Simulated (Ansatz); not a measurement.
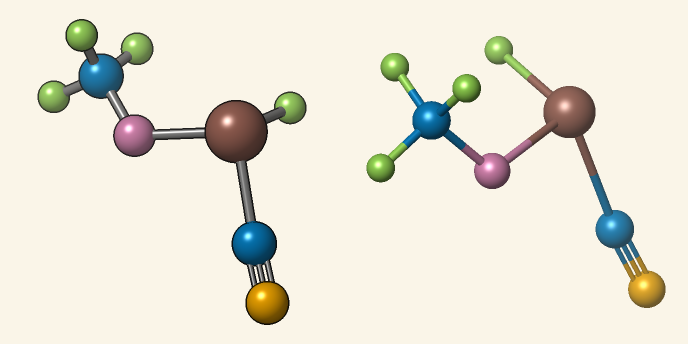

Both panels show the same species. Colours: carbon blue, oxygen pink, tin brown, nitrogen orange, hydrogen green.

The species is neutral and a spin doublet.

> Which formula does it have?

C2H4NOSn, 9 atoms: 2 carbon, 4 hydrogen, 1 nitrogen, 1 oxygen and 1 tin.

> Name functional groups in it.

Among them: nitrile.

> Count the bonded pairs by element.

3 C–H, 1 C–O, 1 O–Sn, 1 C–Sn, 1 C–N, 1 Sn–H.

The parts below concern this one geometry. Atoms keep their numbers from picture to picture. Computed geometry: PBE0-D4/def2-TZVP optimisation.

### Symmetry

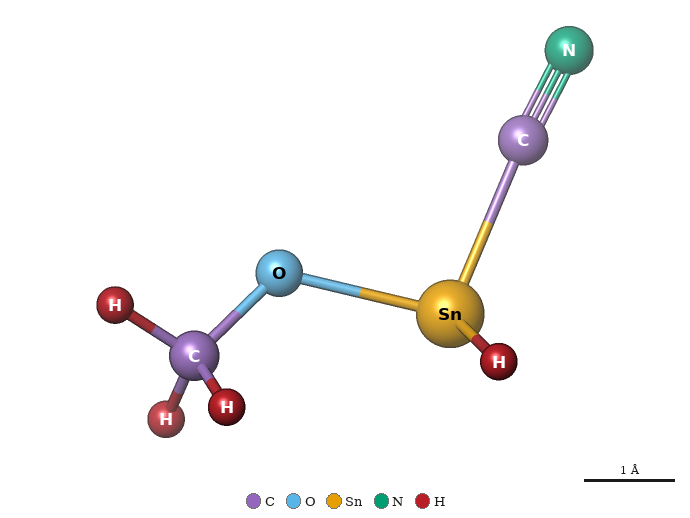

Atoms fade into the background with distance from the viewer. Masses are those of the most abundant isotopes; constants are for the rigid equilibrium geometry.

> Classify the rotor and give the rotational constants (GHz).

An asymmetric top (C1): A = 6.12, B = 1.70, C = 1.36 GHz. Ray's parameter κ is −0.86, close to the prolate limit.

### Levels of theory compared

Program: Ansatz 0.2.0.

Tabulate dipole (D), HOMO energy (eV) at these levels: B3LYP-D4/def2-TZVPP; PBE-D4/def2-TZVPP; r2SCAN-D4/def2-TZVPP; ωB97M-V/def2-TZVPP.

```json
{"level": "B3LYP-D4/def2-TZVPP", "dipole (D)": "5.23", "HOMO energy (eV)": "−6.83"}
{"level": "PBE-D4/def2-TZVPP", "dipole (D)": "5.04", "HOMO energy (eV)": "−5.85"}
{"level": "r2SCAN-D4/def2-TZVPP", "dipole (D)": "5.12", "HOMO energy (eV)": "−6.24"}
{"level": "ωB97M-V/def2-TZVPP", "dipole (D)": "5.20", "HOMO energy (eV)": "−9.15"}
```

### Charges

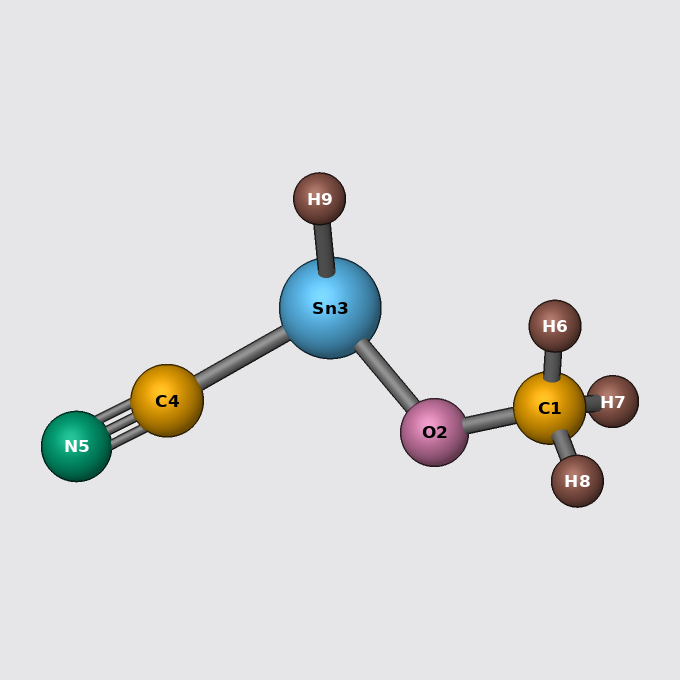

The questions are on Mulliken charges. Properties computed with UKS PBE0-D4/def2-TZVP, core potentials on Sn (Ansatz 0.2.0).

List the Mulliken charges.

```tsv
atom	value (e)
C1	−0.21
O2	−0.47
Sn3	0.71
C4	−0.36
N5	−0.03
H6	0.11
H7	0.12
H8	0.14
H9	−0.02
```

### Vibrations

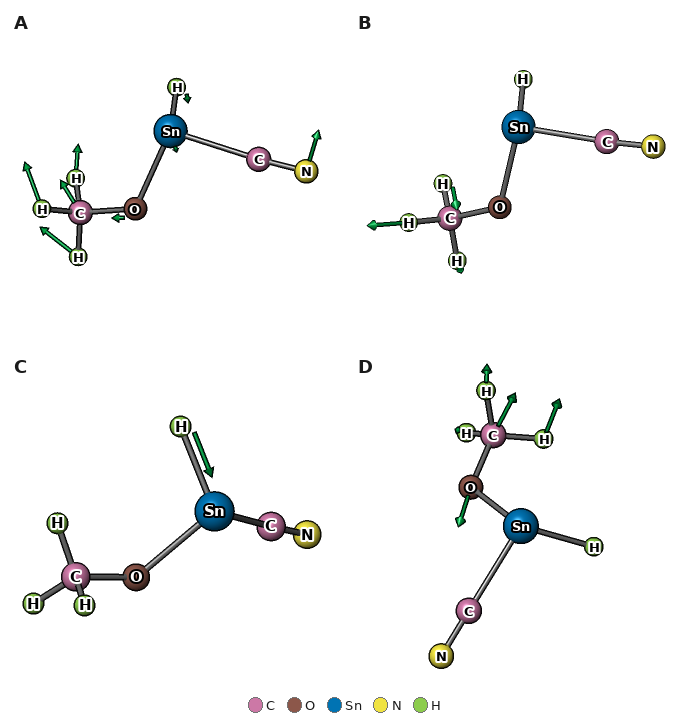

4 normal modes of one molecule or complex, as arrows. Harmonic vibrations computed with UKS PBE0-D4/def2-TZVP, core potentials on Sn (Ansatz 0.2.0) at a stationary point of the same level.

> Match the panels to the wavenumbers 77 cm⁻¹, 1108 cm⁻¹, 1804 cm⁻¹, 3060 cm⁻¹.

A: 77 cm⁻¹
B: 3060 cm⁻¹, out-of-phase stretching of 2 C–H bonds
C: 1804 cm⁻¹, Sn–H stretching
D: 1108 cm⁻¹, C–O stretching

Mulliken values depend strongly on the basis set and can even reverse the polarity of a bond.
